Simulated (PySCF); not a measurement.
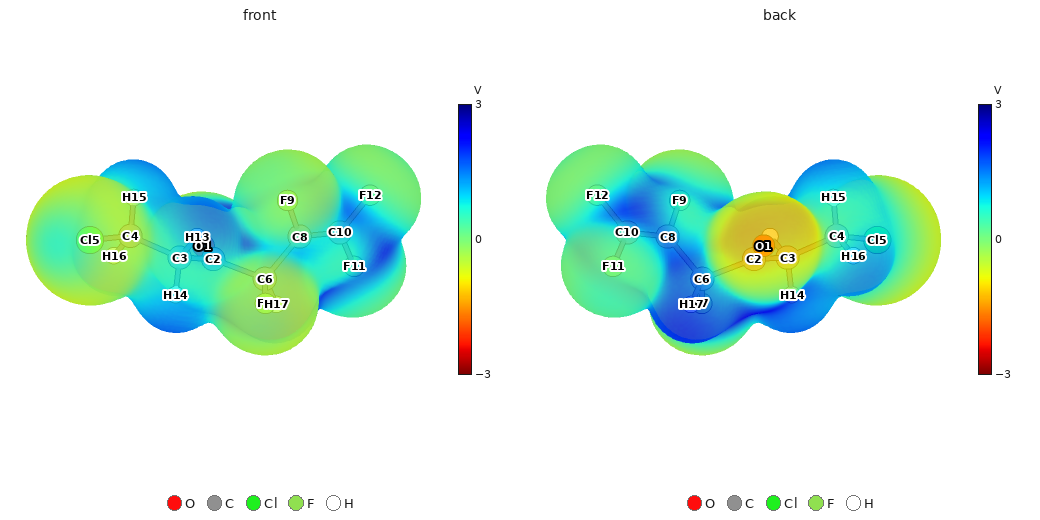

The picture shows: C$_{6}$H$_{5}$ClF$_{4}$O (SMILES O=C(CCCl)[C@H](F)C(F)=C(F)F). The electrostatic potential painted on the density surface at 0.004 e/bohr³, seen from the front and from behind; the colour scale runs from red (negative) to blue (positive).

Geometry: GFN2-xTB.

These are results of PBE0/pcSseg-1, SCF density, gas phase, non-relativistic in PySCF, not measurements.

```
atom    x (Å)    y (Å)    z (Å)
   O  -0.2013  -1.7118  -0.0391
   C  -0.2413  -0.6084   0.4275
   C  -1.4723   0.2292   0.5932
   C  -2.7070  -0.4855   0.0685
  Cl  -4.1654   0.4759   0.4249
   C   1.0658   0.0787   0.8899
   F   0.7955   1.1599   1.6941
   C   1.8305   0.5189  -0.3273
   F   1.1530   1.2998  -1.1855
   C   3.0835   0.1724  -0.6064
   F   3.8134  -0.5892   0.1896
   F   3.7555   0.5175  -1.6838
   H  -1.3204   1.1802   0.0740
   H  -1.5858   0.4694   1.6545
   H  -2.6566  -0.6165  -1.0117
   H  -2.8287  -1.4571   0.5465
   H   1.6743  -0.6214   1.4746
```

Q: Where is the surface potential most negative and most positive?

A: The most negative region (about −1.2 V) lies over O1, the most positive (about +2.2 V) over C2 and C6. Cl5 shows a σ-hole: about +0.6 V at the tip opposite its bond, against about −0.5 V on its flanks. O1 is the likeliest acceptor of a hydrogen bond.

Q: How polar is the molecule by this calculation?

A: Its dipole moment is 1.62 D.
